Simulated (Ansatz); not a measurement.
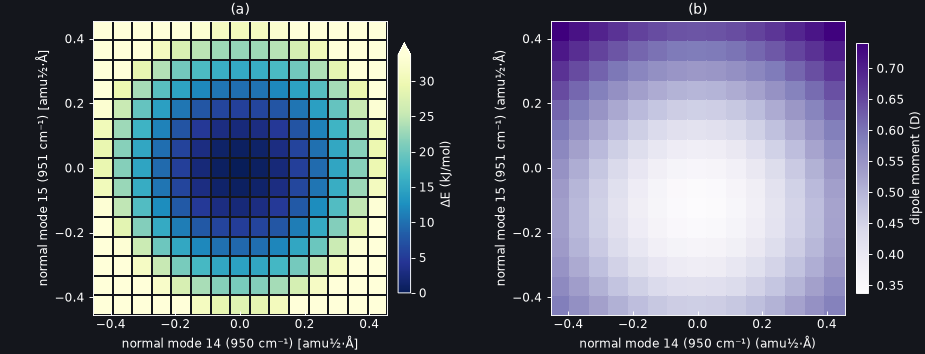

C₂H₆Si₂, SMILES [SiH3]C1=C[SiH2]1. The first coordinate is: normal mode 14 (950 cm⁻¹); the second: normal mode 15 (951 cm⁻¹). Nothing is relaxed (straight displacements along the two mass-weighted modes). The grid has 15 × 15 points. Energies: kJ/mol, counted from the lowest grid point. All numbers below come from RKS wB97M-V/def2-SVP (Ansatz 0.2.0).

Panel (a) is the energy and panel (b) the computed dipole moment on the same grid.

The picture shows one coloured cell a grid point, one colour for all values above the top of the scale.

How does the dipole moment vary over the map, and what is it at the lowest grid point?

Answer. Leaving out the highest fifth of the energies, it runs from 0.34 D at normal mode 14 (950 cm⁻¹) = 0.000 amu½·Å, normal mode 15 (951 cm⁻¹) = −0.121 amu½·Å to 0.65 D at normal mode 14 (950 cm⁻¹) = −0.121 amu½·Å, normal mode 15 (951 cm⁻¹) = 0.425 amu½·Å. At the lowest grid point, normal mode 14 (950 cm⁻¹) = 0.000 amu½·Å, normal mode 15 (951 cm⁻¹) = 0.000 amu½·Å, it is 0.36 D.

```tsv
second ↓, first →	−0.425	−0.364	−0.304	−0.243	−0.182	−0.121	−0.061	0.000	0.061	0.121	0.182	0.243	0.304	0.364	0.425
0.425	0.74	0.72	0.69	0.67	0.66	0.65	0.64	0.64	0.64	0.64	0.66	0.67	0.69	0.71	0.74
0.364	0.71	0.68	0.66	0.63	0.62	0.60	0.59	0.59	0.59	0.60	0.61	0.63	0.65	0.68	0.70
0.303	0.68	0.65	0.62	0.59	0.57	0.56	0.55	0.54	0.55	0.56	0.57	0.59	0.62	0.64	0.67
0.243	0.65	0.61	0.58	0.56	0.53	0.51	0.50	0.50	0.50	0.51	0.53	0.55	0.58	0.61	0.64
0.182	0.62	0.58	0.55	0.52	0.49	0.47	0.46	0.46	0.46	0.47	0.49	0.52	0.54	0.58	0.61
0.121	0.59	0.55	0.52	0.49	0.46	0.44	0.42	0.42	0.42	0.43	0.45	0.48	0.51	0.55	0.58
0.061	0.57	0.53	0.49	0.46	0.43	0.41	0.39	0.38	0.39	0.40	0.42	0.45	0.49	0.52	0.56
0.000	0.55	0.51	0.47	0.44	0.41	0.38	0.36	0.36	0.36	0.38	0.40	0.43	0.47	0.51	0.54
−0.061	0.54	0.50	0.46	0.42	0.39	0.37	0.35	0.34	0.35	0.36	0.39	0.42	0.45	0.49	0.53
−0.121	0.53	0.49	0.45	0.42	0.39	0.36	0.34	0.34	0.34	0.36	0.38	0.41	0.45	0.49	0.53
−0.182	0.53	0.49	0.46	0.42	0.39	0.37	0.35	0.34	0.35	0.36	0.39	0.42	0.45	0.49	0.53
−0.243	0.54	0.50	0.47	0.43	0.41	0.38	0.37	0.36	0.37	0.38	0.40	0.43	0.46	0.50	0.53
−0.303	0.55	0.52	0.48	0.45	0.43	0.41	0.39	0.39	0.39	0.40	0.42	0.45	0.48	0.51	0.55
−0.364	0.57	0.53	0.50	0.48	0.45	0.44	0.43	0.42	0.42	0.44	0.45	0.47	0.50	0.53	0.56
−0.425	0.59	0.56	0.53	0.51	0.49	0.47	0.46	0.46	0.46	0.47	0.48	0.50	0.53	0.55	0.58
```
